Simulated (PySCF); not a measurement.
# C₅H₁₂OSi: electronic excitations

What electronic excitations should C₅H₁₂OSi (`CC/C=C/CO[SiH3]`) show?

Computed with PySCF 2.14.0, with density-fitted response routines of our own, on a single molecule in the gas phase. Atoms count from 0, in the outputs and in this text.

**1. The molecule as given**

19 atoms, charge 0, multiplicity 1; geometry from: GFN2-xTB.

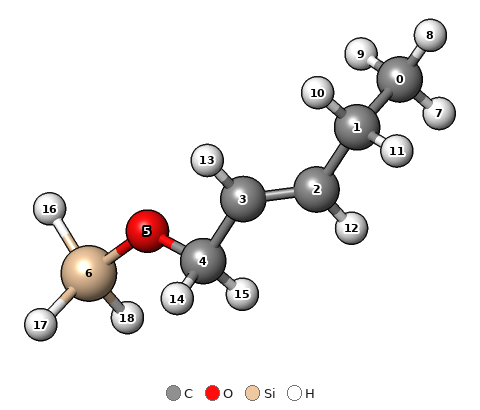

The starting geometry (carbon grey, oxygen red, silicon light orange, hydrogen white), atoms numbered.

**2. TDDFT and polarisability: B3LYP/def2-SVPD**

Job settings and geometry (Å):

```
{"job": {"kind": "uv", "xc": "B3LYP", "basis": "def2-SVPD", "nstates": 8, "ntriplets": 3}, "charge": 0, "multiplicity": 1}
C     -3.106878     0.974364     0.160296
C     -2.450735    -0.268343    -0.442159
C     -1.125335    -0.533437     0.196521
C      0.032900    -0.549298    -0.440522
C      1.355911    -0.801634     0.213039
O      2.237366     0.242083    -0.097289
Si     3.773759     0.458299     0.354918
H     -3.235609     0.854121     1.233727
H     -4.083250     1.144722    -0.287235
H     -2.486654     1.850154    -0.015427
H     -2.325341    -0.136085    -1.517844
H     -3.105017    -1.129732    -0.278994
H     -1.155280    -0.715551     1.263822
H      0.086255    -0.353397    -1.502752
H      1.777233    -1.749839    -0.152522
H      1.238931    -0.881580     1.300833
H      4.037359     1.719348    -0.316155
H      4.625375    -0.644209    -0.106399
H      3.899208     0.529265     1.814948
```

Method: TDDFT B3LYP/def2-SVPD, vertical, gas phase, core orbitals frozen in the response.

On the command line:

```console
> OMP_NUM_THREADS=1 python probes_run.py task.json out
```

This one command runs all jobs of the session in turn.

Log:

```text
coarse grid: 15584 points
cycle   1  E = -562.0041580180  dE =  5.934e-01  |g| = 7.515e-01  |ddm| = 6.793e+00
cycle   2  E = -561.7774235806  dE =  2.267e-01  |g| = 1.305e+00  |ddm| = 2.445e+00
cycle   3  E = -562.1187149522  dE = -3.413e-01  |g| = 1.436e-01  |ddm| = 1.529e+00
cycle   4  E = -562.1227201140  dE = -4.005e-03  |g| = 5.559e-02  |ddm| = 3.454e-01
cycle   5  E = -562.1234449411  dE = -7.248e-04  |g| = 1.944e-02  |ddm| = 1.165e-01
cycle   6  E = -562.1235320421  dE = -8.710e-05  |g| = 6.476e-03  |ddm| = 3.700e-02
cycle   7  E = -562.1235427242  dE = -1.068e-05  |g| = 5.945e-04  |ddm| = 1.071e-02
cycle   8  E = -562.1235428175  dE = -9.328e-08  |g| = 1.283e-04  |ddm| = 1.983e-03
final grid: 143640 points
cycle   9  E = -562.2185734235  dE = -5.046e-05  |g| = 5.435e-03  |ddm| = 1.745e-01
cycle  10  E = -562.2185700651  dE =  3.358e-06  |g| = 6.660e-03  |ddm| = 2.213e-02
cycle  11  E = -562.2185809557  dE = -1.089e-05  |g| = 9.172e-04  |ddm| = 1.007e-02
cycle  12  E = -562.2185811380  dE = -1.823e-07  |g| = 2.465e-04  |ddm| = 1.527e-03
cycle  13  E = -562.2185811512  dE = -1.316e-08  |g| = 6.538e-05  |ddm| = 4.465e-04
cycle  14  E = -562.2185811521  dE = -9.065e-10  |g| = 3.037e-05  |ddm| = 1.609e-04
converged SCF energy = -562.2185811521

Static polarisability (au): isotropic 94.994, principal 80.897 81.540 122.545

Singlet excitations
state   eV       nm        f      main configurations
  1   6.3701    194.6   0.12044   H->L 0.72, H->L+1 0.14, H-1->L 0.13
  2   6.7272    184.3   0.00606   H-1->L 0.59, H->L+1 0.34
  3   6.8183    181.8   0.17349   H->L+1 0.30, H->L+3 0.23, H-1->L 0.20
  4   7.1469    173.5   0.00155   H-2->L 0.87
  5   7.1533    173.3   0.04707   H->L+3 0.48, H-1->L+1 0.34
  6   7.1623    173.1   0.00286   H->L+4 0.91
  7   7.2500    171.0   0.00389   H->L+2 0.77, H-1->L+1 0.10
  8   7.5124    165.0   0.23614   H-1->L+1 0.37, H->L+3 0.16, H->L+1 0.12

Triplet excitations (Tamm-Dancoff, eV): 4.5016 6.2979 6.5913
```

Run time: 2.2 min. Hardware: 1 thread of Intel Xeon at 2.50GHz, shared host; peak memory 0.96 GiB.

The orbitals next to the gap, with their largest atomic shares:

```csv
orbital,eV,atoms
HOMO−3,-9.28,"Si6 14 %, H16 13 %, C2 13 %"
HOMO−2,-8.41,"O5 43 %, C4 11 %, Si6 11 %"
HOMO−1,-7.92,"O5 48 %, Si6 13 %, C4 9 %"
HOMO,-7.11,"C3 33 %, C2 31 %, C4 7 %"
LUMO,-0.19,"Si6 20 %, C2 17 %, C3 14 %"
LUMO+1,0.30,"Si6 20 %, C3 14 %, C2 11 %"
LUMO+2,0.71,"Si6 53 %, H18 12 %, H17 11 %"
```

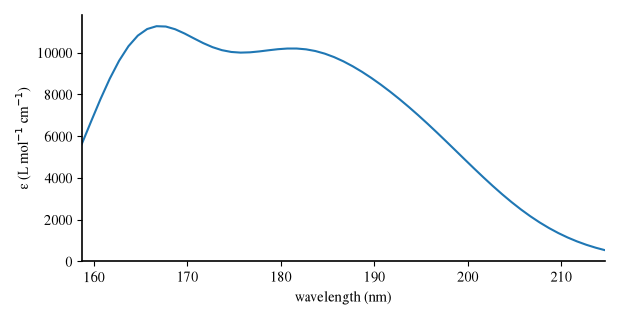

Absorption spectrum: each of the 8 states is a Gaussian band of 0.4 eV half-width at 1/e. Beyond the last state computed it falls off for lack of states.

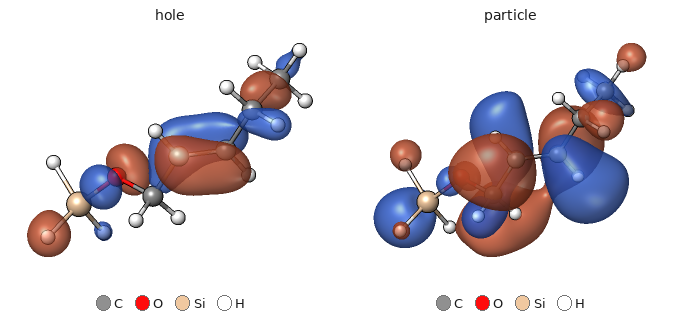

Leading natural transition orbitals of singlet state 8: the electron leaves the hole (left) for the particle orbital (right).

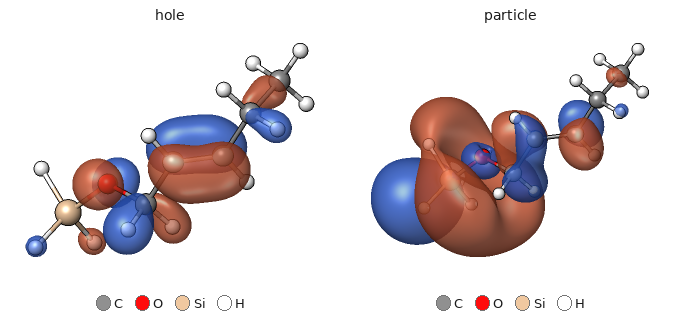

Leading natural transition orbitals of singlet state 1: the electron leaves the hole (left) for the particle orbital (right).

Further results of this job:

```csv
property,computed
dipole moment (D),1.14
polarisability (Å³),14.08
HOMO–LUMO gap (eV),6.92
−ε(HOMO) (eV),7.11
```

The fields below are evaluated on a grid from the run's orbitals.

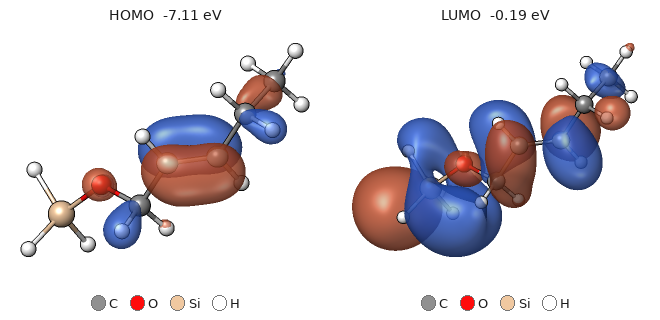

Frontier orbitals at B3LYP/def2-SVPD; each surface holds 70 % of the orbital's density, blue and red mark the sign.

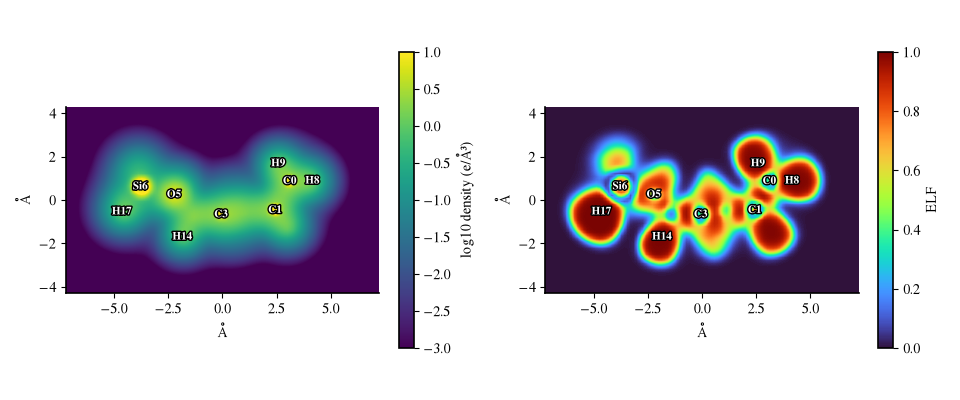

Density (left) and ELF (right) in a plane through or near 9 of the atoms.

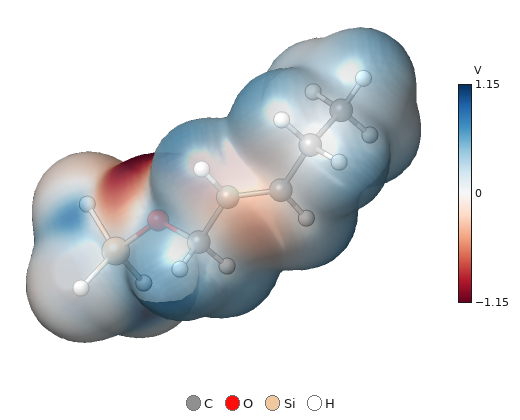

The potential that a unit positive charge feels on the 0.002 e/bohr³ surface, from -1.11 V near O5 to 1.15 V near H18.

**3. Results**

```
                                quantity                        value
        lowest singlet (B3LYP/def2-SVPD)  6.37 eV (195 nm), f = 0.120
brightest single state of those computed  state 8, 7.51 eV, f = 0.236
                          lowest triplet                      4.50 eV
   surface potential, least and greatest           -1.11 V and 1.15 V
```

**Reading.** The first singlet state (HOMO→LUMO 0.72, HOMO→LUMO+1 0.14) lies at 6.37 eV and is bright; of the 8 states computed, the strongest absorption comes from state 8 at 7.51 eV (the last computed, so partners may be missing). The lowest triplet lies 1.87 eV below the lowest singlet (triplets in Tamm-Dancoff, singlets in full TDDFT). States above −ε(HOMO) lie where TDDFT describes them poorly and they hang on the basis; the brightest is among them.
